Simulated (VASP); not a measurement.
```
CELL_PARAMETERS angstrom
      0.00000     1.80281     1.80281
      1.80281     0.00000     1.80281
      1.80281     1.80281     0.00000
ATOMIC_POSITIONS crystal
  Cu 0.00000 0.00000 0.00000
```

Calculation: rev-vdW-DF2, VASP's PBE PAW potentials (set 64) (plane waves; VASP 6.6.1). Run with 520 eV cut-off, 19×19×19 Γ-centred mesh, tetrahedra with Blöchl corrections, potentials Cu.

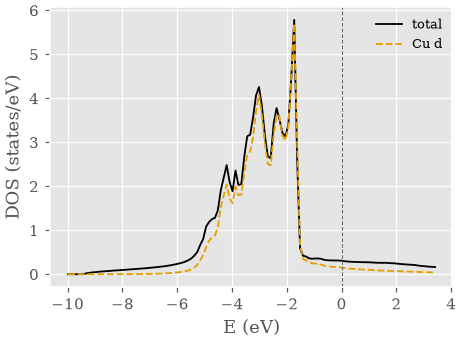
Figure: Total and projected density of states, zero at the Fermi level

Within 2 eV below the Fermi level the largest weight inside VASP's projection spheres is Cu d.

It has no gap at this level: it comes out as a metal or semimetal.

The compound is Cu in the fcc structure. It was relaxed first.
